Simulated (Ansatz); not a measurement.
Consider BH7NSi (SMILES [BH3-]N[SiH3]) (charge −1).

```yaml
atoms:
  - { symbol: B, position_ang: [-1.4483, 1.0296, -0.7170] }
  - { symbol: N, position_ang: [-1.2284, 0.5187, 0.7423] }
  - { symbol: Si, position_ang: [-0.0609, -0.6646, 1.0713] }
  - { symbol: H, position_ang: [-0.8688, 0.2311, -1.4842] }
  - { symbol: H, position_ang: [-2.6606, 1.0627, -1.0180] }
  - { symbol: H, position_ang: [-0.9587, 2.1671, -0.8981] }
  - { symbol: H, position_ang: [-1.5643, 1.0917, 1.5044] }
  - { symbol: H, position_ang: [-0.3359, -1.9973, 0.4213] }
  - { symbol: H, position_ang: [1.3704, -0.3638, 0.6704] }
  - { symbol: H, position_ang: [0.0149, -0.9419, 2.5599] }
```

Geometry: PBE0-D3(BJ)/def2-SVPD.

Method: isolated molecule in a Gaussian basis; Kohn-Sham density functional theory, functional PBE0 in Ansatz 0.2.0.

**What will maps of the electron density and electron localisation function show?**

B–N (1.56 Å): the density is about 1.3 e/Å³ at the midpoint; the ELF peaks at about 0.95 between the atoms; a shared but strongly polarised pair.
Si–N (1.69 Å): ρ at the midpoint is about 1.2 e/Å³; the ELF peaks at about 0.90 between the atoms: a polar covalent bond.
B–H (1.25 Å): the density is about 1 e/Å³ at the midpoint; the ELF climbs to about 1 towards the hydrogen, as it does in any bond to H; a covalent bond by its length.
Si–H (1.52 Å): ρ at the midpoint is about 0.74 e/Å³; the ELF climbs to about 1 towards the hydrogen.

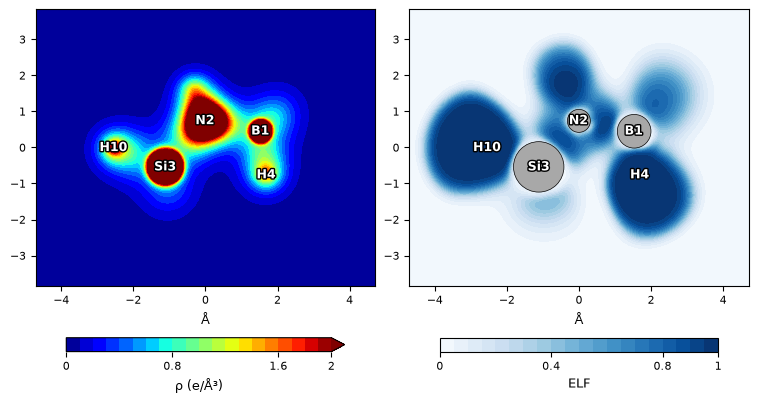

Computed electron density and electron localisation function on the plane of atoms N2, Si3 and H10, in this order. Grey discs cover the atomic cores in the ELF map. 
